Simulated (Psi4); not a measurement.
# BH2 (boron dihydride) at UB3LYP/cc-pVDZ (sweep point 1)

Aim: the vertical electron affinity of BH2 (boron dihydride) at UB3LYP/cc-pVDZ (sweep point 1), from 2 runs. 

The results are computed with Psi4 1.11.

### Step 1. The structure to begin with

BH2: 3 atoms, total charge 0, spin state doublet. As SMILES, `[BH2]`. The shape is that of a GFN2-xTB optimisation.

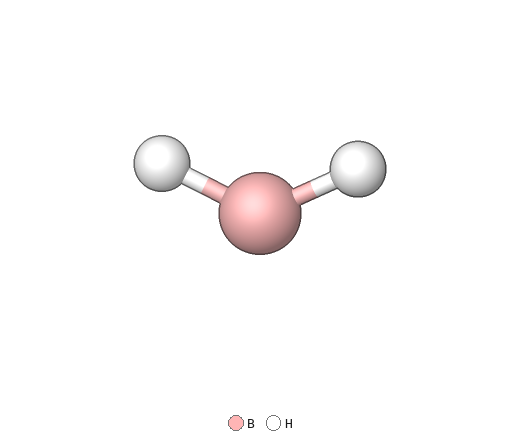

The structure, seen from a chosen angle (boron pink, hydrogen white).

### Step 2. The energy at UB3LYP/cc-pVDZ (sweep point 1)

Input file job.py:

```python
import psi4

psi4.set_memory(1600000000)
psi4.set_num_threads(1)
psi4.core.set_output_file('psi4.out', False)

mol = psi4.geometry("""
0 2
B      0.262840    -0.166230     0.128640
H      0.280020     0.985320     0.260980
H     -0.542860    -0.819090    -0.389630
units angstrom
symmetry c1
""")

psi4.set_options({
    'basis': 'cc-pVDZ',
    'reference': 'uks',
    'puream': True,
    'scf_type': 'pk',
    'dft_radial_points': 99,
    'dft_spherical_points': 590,
    'maxiter': 150,
})

E, wfn = psi4.energy("B3LYP", return_wfn=True)
print(f'B3LYP energy: {E:.10f} Eh')
```

On the command line:

```sh
$ python job.py
```

psi4.out:

```text
[...]
  Running in c1 symmetry.
[...]
  Nuclear repulsion =    4.818243846790337
[...]
  Multiplicity = 2
[...]
  Nalpha       = 4
  Nbeta        = 3
[...]
    Number of basis functions: 24
[...]
   @UKS iter   1:   -25.90913461254067   -4.17722e-01   6.44534e-03 DIIS/ADIIS
[...]
   @UKS iter   7:   -25.93350184644399   -2.14524e-09   2.02736e-07 DIIS
[...]
   @S^2 Observed:                7.512431155E-01
[...]
    Orbital Energies [Eh]
    ---------------------
    Alpha Occupied:
       1A     -6.802582     2A     -0.514663     3A     -0.382274
       4A     -0.213101
    Alpha Virtual:
       5A     -0.087299     6A      0.124286     7A      0.163705
       8A      0.237438     9A      0.261384    10A      0.310880
      11A      0.335235    12A      0.616144    13A      0.629734
      14A      0.643817    15A      0.678608    16A      0.678736
      17A      1.099871    18A      1.112319    19A      1.542929
      20A      1.583752    21A      1.731663    22A      1.888750
      23A      2.275279    24A      2.295860
[...]
  @UKS Final Energy:   -25.93350184644399
   => Energetics <=
    Nuclear Repulsion Energy =              4.8182438467903372
    One-Electron Energy =                 -43.1641388860428847
    Two-Electron Energy =                  16.2490737740213333
    DFT Exchange-Correlation Energy =      -3.8366805812127800
    Empirical Dispersion Energy =           0.0000000000000000
    VV10 Nonlocal Energy =                  0.0000000000000000
    Total Energy =                        -25.9335018464439919
[...]
 Multipole Moments:
 ------------------------------------------------------------------------------------
     Multipole            Electronic (a.u.)      Nuclear  (a.u.)        Total (a.u.)
 ------------------------------------------------------------------------------------
 L = 1.  Multiply by 2.5417464519 to convert [e a0] to [Debye]
 Dipole X            :          0.5903228           -0.7593562           -0.1690334
 Dipole Y            :         -0.3372269            0.4338271            0.0966001
 Dipole Z            :         -0.0000000            0.0000000           -0.0000000
 Magnitude           :                                                    0.1946892
[...]
```

On the terminal:

```text
B3LYP energy: -25.9335018464 Eh
```

Run time: 8.1 s. Hardware: 1 thread of AMD EPYC 7R43 (Zen 3), shared host; peak memory 0.34 GiB.

### Step 3. The singlet anion

Input file run.py:

```python
import psi4

psi4.set_memory(1600000000)
psi4.set_num_threads(1)
psi4.core.set_output_file('bh2.out', False)

geom = psi4.geometry("""
-1 1
B      0.262840    -0.166230     0.128640
H      0.280020     0.985320     0.260980
H     -0.542860    -0.819090    -0.389630
units angstrom
symmetry c1
""")

options = {'basis': 'cc-pVDZ', 'reference': 'rks', 'puream': True, 'scf_type': 'pk', 'dft_radial_points': 99, 'dft_spherical_points': 590}
psi4.set_options(options)

e, wfn = psi4.energy('b3lyp', return_wfn=True)
print(f'b3lyp energy: {e:.10f} Eh')
```

On the command line:

```sh
$ python run.py
```

bh2.out:

```text
[...]
  Running in c1 symmetry.
[...]
  Nuclear repulsion =    4.818243846790337
[...]
  Multiplicity = 1
[...]
  Nalpha       = 4
  Nbeta        = 4
[...]
    Number of basis functions: 24
[...]
   @RKS iter   1:   -25.74531747764778   -2.53905e-01   1.59849e-02 DIIS/ADIIS
[...]
   @RKS iter   6:   -25.89894609738061   -2.69956e-08   9.40575e-07 DIIS
[...]
    Orbital Energies [Eh]
    ---------------------
    Doubly Occupied:
       1A     -6.462896     2A     -0.210775     3A     -0.088276
       4A      0.137508
[...]
  @RKS Final Energy:   -25.89894609738061
   => Energetics <=
    Nuclear Repulsion Energy =              4.8182438467903372
    One-Electron Energy =                 -45.2843418746228963
    Two-Electron Energy =                  18.5863278018902420
    DFT Exchange-Correlation Energy =      -4.0191758714382919
    Empirical Dispersion Energy =           0.0000000000000000
    VV10 Nonlocal Energy =                  0.0000000000000000
    Total Energy =                        -25.8989460973806089
[...]
 Multipole Moments:
 ------------------------------------------------------------------------------------
     Multipole            Electronic (a.u.)      Nuclear  (a.u.)        Total (a.u.)
 ------------------------------------------------------------------------------------
 L = 1.  Multiply by 2.5417464519 to convert [e a0] to [Debye]
 Dipole X            :         -0.0360433           -0.7593562           -0.7953995
 Dipole Y            :          0.0206790            0.4338271            0.4545061
 Dipole Z            :          0.0000000            0.0000000            0.0000000
 Magnitude           :                                                    0.9160983
[...]
```

On the terminal:

```text
b3lyp energy: -25.8989460974 Eh
```

Wall time 5.1 s (1 thread of AMD EPYC 7R43 (Zen 3), shared host); peak memory 0.34 GiB.

### Step 4. Summary of results

Level: UB3LYP/cc-pVDZ (sweep point 1).

```
                                                            quantity         value
                                           doublet BH2: total energy  -25.93350 Eh
                                          doublet BH2: dipole moment        0.49 D
                     doublet BH2: HOMO energy (highest over α and β)      -5.80 eV
                      doublet BH2: LUMO energy (lowest over α and β)      -2.38 eV
                                                   doublet BH2: ⟨S²⟩         0.751
                                         singlet anion: total energy  -25.89895 Eh
                                          singlet anion: HOMO energy       3.74 eV
                                          singlet anion: LUMO energy       5.42 eV
singlet anion: HOMO–LUMO gap (to an unbound level, set by the basis)       1.68 eV
                   vertical electron affinity (to the singlet anion)     -0.940 eV
```

In words: The anion lies 0.94 eV (90.7 kJ/mol) above the neutral: the electron isn't bound at this level, and such a value depends on the basis. Without diffuse functions anions come out too high. The HOMO (singlet anion) lies at positive energy, 3.74 eV; only total energies tell whether the electron is bound.
